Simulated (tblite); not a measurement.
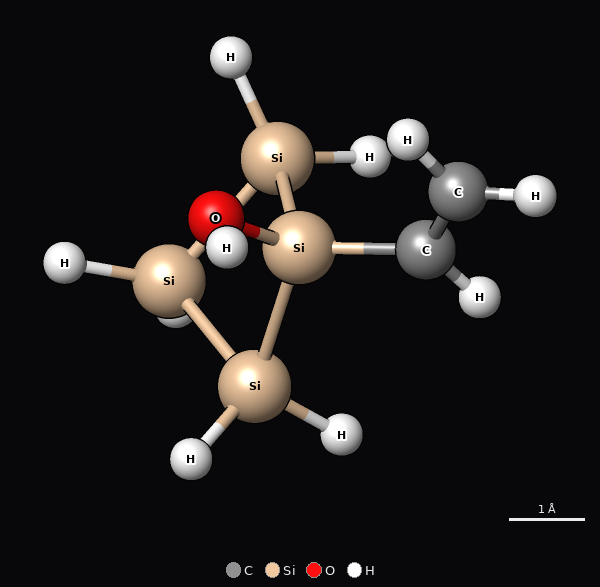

*The structure as given in the input (ball-and-stick view, seen at a tilt).*

# C2H10OSi4 (charge +1): geometry relaxation (part 1 of 2)

The run: geometry relaxation of C2H10OSi4, charge +1, multiplicity 2. Method and program: GFN2-xTB geometry optimisation, gas phase (tblite 0.8.0).

It belongs to a series of runs on one base structure; here: electron removed.

## Input file
```
{"job": {"kind": "relax", "xc": "GFN2-xTB", "basis": "xTB"}, "charge": 1, "multiplicity": 2}
C      3.145500     0.395700    -0.092500
C      1.904300    -0.295100    -0.348800
Si     0.395600     0.083300     0.545300
O      0.644900     0.728900     2.043000
Si    -1.143800     1.262000    -0.684300
Si    -2.757900    -0.039000     0.275700
Si    -1.137600    -1.627400     0.555400
H      3.206200     1.230100     0.612700
H      4.029000     0.122400    -0.652700
H      1.896600    -1.083200    -1.086200
H      1.374500     0.339400     2.564500
H     -1.019700     1.000400    -2.152100
H     -1.246400     2.717700    -0.363400
H     -3.257700     0.509500     1.563300
H     -3.855400    -0.433500    -0.640800
H     -0.987800    -2.522500    -0.611500
H     -1.197300    -2.376800     1.849000
```

The first line tells a small driver script what to run in tblite; the rest is the geometry in Å.

Run on 1 CPU thread, shared host.

Run as:
```bash
OMP_NUM_THREADS=1 python <driver script> task.json out
```

## The program's output
```
step      E/eV     max force
  0    -540.35338    5.717
  1    -540.87655    2.588
  2    -540.99767    0.548
  3    -541.05950    0.679
  4    -541.13400    0.788
  5    -541.22926    0.835
  6    -541.30282    0.767
  7    -541.34489    0.518
  8    -541.37485    0.334
  9    -541.39887    0.458
 10    -541.41929    0.474
 11    -541.43411    0.298
 12    -541.44210    0.199
 13    -541.44640    0.187
 14    -541.45019    0.193
 15    -541.45415    0.174
 16    -541.45747    0.138
 17    -541.45994    0.121
 18    -541.46210    0.145
 19    -541.46455    0.173
 20    -541.46768    0.144
 21    -541.47108    0.155
 22    -541.47397    0.139
 23    -541.47642    0.159
 24    -541.47901    0.189
 25    -541.48226    0.144
 26    -541.48517    0.108
 27    -541.48719    0.102
 28    -541.48863    0.138
 29    -541.49055    0.141
 30    -541.49316    0.132
 31    -541.49545    0.098
 32    -541.49664    0.079
 33    -541.49758    0.082
 34    -541.49875    0.130
 35    -541.50022    0.138
 36    -541.50147    0.095
 37    -541.50236    0.104
 38    -541.50309    0.079
 39    -541.50419    0.094
 40    -541.50541    0.112
 41    -541.50637    0.108
 42    -541.50704    0.064
 43    -541.50761    0.069
 44    -541.50826    0.074
 45    -541.50893    0.086
 46    -541.50958    0.090
 47    -541.51028    0.079
 48    -541.51120    0.097
 49    -541.51215    0.097
 50    -541.51277    0.057
 51    -541.51311    0.044
 52    -541.51331    0.038
 53    -541.51354    0.050
 54    -541.51394    0.060
 55    -541.51448    0.060
 56    -541.51502    0.057
 57    -541.51542    0.057
 58    -541.51576    0.046
 59    -541.51618    0.051
 60    -541.51670    0.062
 61    -541.51720    0.055
 62    -541.51756    0.048
 63    -541.51782    0.053
 64    -541.51812    0.060
 65    -541.51848    0.054
 66    -541.51881    0.048
 67    -541.51907    0.052
 68    -541.51934    0.044
 69    -541.51970    0.062
 70    -541.52013    0.063
 71    -541.52050    0.048
 72    -541.52078    0.055
 73    -541.52107    0.051
 74    -541.52149    0.054
 75    -541.52210    0.053
 76    -541.52253    0.042
 77    -541.52281    0.048
 78    -541.52305    0.047
 79    -541.52333    0.043
 80    -541.52367    0.044
 81    -541.52396    0.042
 82    -541.52418    0.042
 83    -541.52439    0.042
 84    -541.52464    0.040
 85    -541.52494    0.040
 86    -541.52518    0.042
 87    -541.52532    0.040
 88    -541.52547    0.034
 89    -541.52570    0.036
 90    -541.52602    0.047
 91    -541.52638    0.056
 92    -541.52671    0.054
 93    -541.52699    0.042
 94    -541.52730    0.055
 95    -541.52771    0.063
 96    -541.52827    0.071
 97    -541.52891    0.059
 98    -541.52951    0.056
 99    -541.52992    0.043
100    -541.53022    0.043
101    -541.53055    0.047
102    -541.53098    0.053
103    -541.53144    0.058
104    -541.53184    0.046
105    -541.53220    0.043
106    -541.53253    0.041
107    -541.53285    0.047
108    -541.53311    0.040
109    -541.53327    0.030
110    -541.53310    0.064
111    -541.53344    0.023
112    -541.53353    0.024
113    -541.53444    0.054
114    -541.53466    0.038
115    -541.53487    0.019
116    -541.53492    0.019
117    -541.53499    0.018
118    -541.53505    0.016
119    -541.53514    0.017
120    -541.53524    0.016
121    -541.53533    0.017
122    -541.53542    0.020
123    -541.53550    0.017
124    -541.53557    0.018
125    -541.53562    0.020
126    -541.53568    0.018
127    -541.53573    0.017
128    -541.53580    0.019
129    -541.53585    0.013
130    -541.53589    0.012
131    -541.53590    0.009
```

## Trajectory as extended XYZ (Å, eV, eV/Å), 13 of the 132 frames kept, from step=0 to step=131
```
17
Properties=species:S:1:pos:R:3:forces:R:3 step=0 energy=-540.35338
C     3.1455    0.3957   -0.0925   -3.5260  -1.9410  -0.8970
C     1.9043   -0.2951   -0.3488    5.3810   1.9040   0.3240
Si    0.3956    0.0833    0.5453    0.4560   0.8590   1.8280
O     0.6449    0.7289    2.0430    0.5500  -0.9300  -0.5350
Si   -1.1438    1.2620   -0.6843   -0.3400   2.1990  -1.1110
Si   -2.7579   -0.0390    0.2757   -2.1320   0.0470   0.1280
Si   -1.1376   -1.6274    0.5554   -0.3020  -2.1790   0.9200
H     3.2062    1.2301    0.6127   -0.0950  -0.6060  -0.3810
H     4.0290    0.1224   -0.6527   -0.1460   0.1360   0.1750
H     1.8966   -1.0832   -1.0862    0.2570   0.0920  -0.0750
H     1.3745    0.3394    2.5645   -0.6540   0.6030  -0.2310
H    -1.0197    1.0004   -2.1521    0.1260   0.2680   0.4780
H    -1.2464    2.7177   -0.3634    0.1950  -0.3770  -0.4140
H    -3.2577    0.5095    1.5633   -0.0490  -0.1750  -0.3740
H    -3.8554   -0.4335   -0.6408    0.0140   0.1550   0.3880
H    -0.9878   -2.5225   -0.6115    0.1190   0.0060   0.3320
H    -1.1973   -2.3768    1.8490    0.1490  -0.0610  -0.5550
17
Properties=species:S:1:pos:R:3:forces:R:3 step=11 energy=-541.43411
C     3.1930    0.3590   -0.1312   -0.0660   0.0160  -0.1260
C     2.0621   -0.3085   -0.3668   -0.0020   0.0650   0.1250
Si    0.4423    0.0833    0.5203    0.2320  -0.1580  -0.0900
O     0.6682    0.6365    2.0204   -0.0980  -0.0020  -0.0550
Si   -1.2610    1.4244   -0.6718    0.1090  -0.0700   0.0350
Si   -2.9111   -0.0541    0.2295    0.0230   0.0190   0.0290
Si   -1.2576   -1.7370    0.6562    0.0710   0.0830  -0.0320
H     3.2483    1.1632    0.5969   -0.0050  -0.2300  -0.1410
H     4.1012    0.1612   -0.6832   -0.0540  -0.0040   0.1000
H     2.0474   -1.0876   -1.1295    0.0750   0.2340   0.1690
H     1.3689    0.4853    2.6547   -0.0040   0.0590  -0.1130
H    -0.9606    1.1676   -2.0899   -0.0120   0.0600   0.0450
H    -1.1899    2.8791   -0.5252   -0.0200  -0.0060   0.0180
H    -3.3957    0.4744    1.5090   -0.1130  -0.0110   0.0120
H    -4.0738   -0.4174   -0.5769   -0.0930  -0.0060  -0.0010
H    -0.9370   -2.6181   -0.4719   -0.0100  -0.0470   0.0220
H    -1.1516   -2.5993    1.8360   -0.0350  -0.0010   0.0020
17
Properties=species:S:1:pos:R:3:forces:R:3 step=22 energy=-541.47397
C     3.2334    0.3564   -0.1306   -0.0590   0.0140  -0.0730
C     2.1021   -0.3050   -0.3630   -0.0380  -0.0160   0.0340
Si    0.4651    0.0101    0.4988   -0.0760   0.0380  -0.0210
O     0.6032    0.6263    1.9880    0.0920  -0.0550  -0.0880
Si   -1.2295    1.4192   -0.6445   -0.0850  -0.0620   0.0710
Si   -2.9321   -0.0545    0.2544    0.0620  -0.0230  -0.0170
Si   -1.2462   -1.7504    0.6488   -0.0520   0.0680   0.0020
H     3.2969    1.1457    0.6024    0.0450  -0.0480   0.0200
H     4.1293    0.1503   -0.6916    0.0710   0.0250   0.0390
H     2.0989   -1.0592   -1.1410    0.0390   0.0160   0.0120
H     1.3621    0.5870    2.5692   -0.0480   0.0710  -0.0100
H    -0.9516    1.2191   -2.0734   -0.0040   0.0190  -0.0070
H    -1.1921    2.8759   -0.4813    0.0110  -0.0370   0.0460
H    -3.5068    0.4600    1.5050    0.0320  -0.0040   0.0010
H    -4.1063   -0.4048   -0.5549    0.0630   0.0020  -0.0260
H    -0.9469   -2.6704   -0.4566   -0.0360  -0.0150   0.0300
H    -1.1864   -2.5937    1.8470   -0.0180   0.0070  -0.0120
17
Properties=species:S:1:pos:R:3:forces:R:3 step=33 energy=-541.49758
C     3.2747    0.3493   -0.1259   -0.0090  -0.0150   0.0030
C     2.1459   -0.3050   -0.3900   -0.0220  -0.0470   0.0070
Si    0.4819   -0.0279    0.4335   -0.0630  -0.0200   0.0020
O     0.5830    0.6067    1.9137   -0.0080   0.0300   0.0160
Si   -1.2710    1.3950   -0.6138    0.0490   0.0480  -0.0450
Si   -2.9435   -0.0727    0.2767   -0.0130  -0.0080  -0.0110
Si   -1.2798   -1.7591    0.6545    0.0200  -0.0540   0.0300
H     3.3400    1.1085    0.6387    0.0080  -0.0100  -0.0320
H     4.1813    0.1491   -0.6752    0.0080   0.0280   0.0630
H     2.1674   -1.0483   -1.1768    0.0090   0.0100  -0.0600
H     1.3417    0.7616    2.4721    0.0290   0.0000  -0.0010
H    -0.9695    1.2837   -2.0483   -0.0390   0.0330   0.0040
H    -1.1837    2.8320   -0.3454    0.0010   0.0060   0.0190
H    -3.5508    0.4412    1.5138    0.0200  -0.0290  -0.0510
H    -4.0668   -0.4051   -0.6063    0.0070   0.0040   0.0160
H    -1.0143   -2.7274   -0.4188   -0.0160   0.0170   0.0160
H    -1.2435   -2.5694    1.8742    0.0170   0.0060   0.0240
17
Properties=species:S:1:pos:R:3:forces:R:3 step=44 energy=-541.50826
C     3.2743    0.3306   -0.1088   -0.0020  -0.0080   0.0070
C     2.1530   -0.3183   -0.4164   -0.0200  -0.0070   0.0030
Si    0.4836   -0.0620    0.4088   -0.0030   0.0180  -0.0280
O     0.5909    0.6233    1.8666   -0.0370   0.0040  -0.0010
Si   -1.2634    1.4025   -0.6126    0.0030   0.0340  -0.0660
Si   -2.9257   -0.0933    0.2527   -0.0190  -0.0020   0.0330
Si   -1.2789   -1.7763    0.6912    0.0230  -0.0180  -0.0130
H     3.3187    1.0776    0.6691   -0.0050  -0.0260   0.0050
H     4.2013    0.1452   -0.6276   -0.0120   0.0130   0.0020
H     2.1898   -1.0351   -1.2276    0.0070   0.0010   0.0030
H     1.3513    0.8369    2.4015    0.0570  -0.0110   0.0160
H    -1.0235    1.3789   -2.0628    0.0050   0.0280   0.0410
H    -1.1723    2.8221   -0.2550    0.0060  -0.0360  -0.0030
H    -3.5522    0.4089    1.4794   -0.0180   0.0250   0.0290
H    -4.0481   -0.4099   -0.6321   -0.0200  -0.0220  -0.0420
H    -1.0649   -2.7588   -0.3790    0.0170  -0.0160   0.0260
H    -1.2408   -2.5604    1.9292    0.0200   0.0220  -0.0110
17
Properties=species:S:1:pos:R:3:forces:R:3 step=55 energy=-541.51448
C     3.2644    0.3119   -0.0903   -0.0100  -0.0130   0.0000
C     2.1467   -0.3293   -0.4264   -0.0060   0.0370  -0.0260
Si    0.4742   -0.0580    0.3833   -0.0140  -0.0070  -0.0160
O     0.5997    0.6376    1.8367   -0.0170  -0.0090  -0.0270
Si   -1.2772    1.4061   -0.6252    0.0110   0.0470  -0.0160
Si   -2.9358   -0.1021    0.2501    0.0510  -0.0040  -0.0320
Si   -1.2715   -1.7757    0.6964    0.0100   0.0040  -0.0040
H     3.2959    1.0377    0.7082    0.0110  -0.0180  -0.0020
H     4.1978    0.1437   -0.6023    0.0020  -0.0050   0.0040
H     2.1882   -1.0248   -1.2553    0.0120  -0.0040   0.0090
H     1.3821    0.8347    2.3467    0.0240  -0.0030   0.0290
H    -1.0377    1.4664   -2.0743   -0.0060  -0.0170   0.0480
H    -1.1632    2.8066   -0.2038   -0.0170  -0.0270   0.0030
H    -3.5781    0.4126    1.4629   -0.0210   0.0140   0.0290
H    -4.0378   -0.4345   -0.6545   -0.0330  -0.0230  -0.0270
H    -1.0536   -2.8014   -0.3317    0.0040   0.0130   0.0040
H    -1.2013   -2.5197    1.9562   -0.0010   0.0160   0.0220
```
